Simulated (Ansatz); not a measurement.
The compound is SnO₃ (space group Immm, No. 71), taken as the end point of a relaxation with DFT r2SCAN, scalar-relativistic, plane waves, PAW (Ansatz); the starting structure was generated, so it need not be a known form of this composition.

```cif
data_structure
_symmetry_space_group_name_H-M 'P 1'
_symmetry_Int_Tables_number 1
_cell_length_a 3.2753
_cell_length_b 4.2908
_cell_length_c 6.1607
_cell_angle_alpha 90.000
_cell_angle_beta 90.000
_cell_angle_gamma 90.000
_cell_volume 86.58
loop_
_atom_site_label
_atom_site_type_symbol
_atom_site_fract_x
_atom_site_fract_y
_atom_site_fract_z
_atom_site_occupancy
Sn1 Sn 0.50000 0.00000 0.00000 1
O1 O 0.50000 0.50000 0.29998 1
O2 O 0.50000 0.50000 0.70002 1
O3 O 0.50000 0.50000 0.00000 1
Sn2 Sn 0.00000 0.50000 0.50000 1
O4 O 0.00000 0.00000 0.79998 1
O5 O 0.00000 0.00000 0.20002 1
O6 O 0.00000 0.00000 0.50000 1
```

Describe how the polyhedra about Sn are linked (bonds: O–Sn below 2.4 Å).

Sn: SnO6 octahedron, sharing corners with two neighbours and edges with two neighbours.

They form layers of corner- and edge-sharing octahedra parallel to (001).

Centre to centre across a shared corner: 4.29 Å; across a shared edge: 3.28 Å.

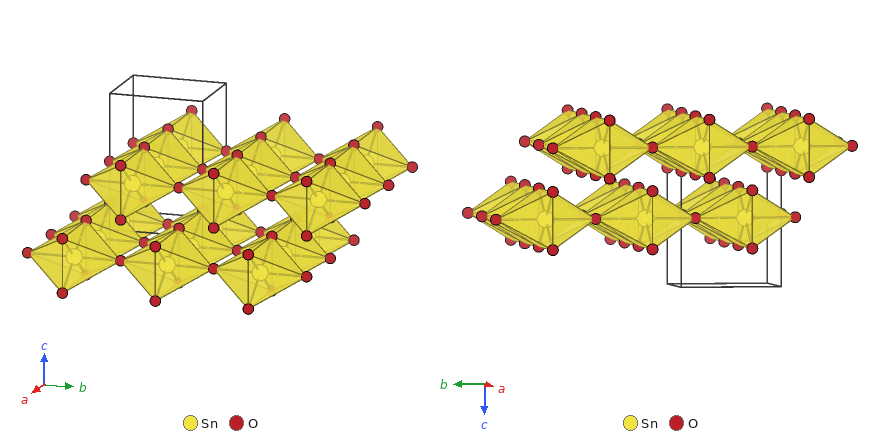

Polyhedra are drawn about Sn (bonds: O–Sn below 2.4 Å); other atoms are plain spheres. Two views of the same piece.
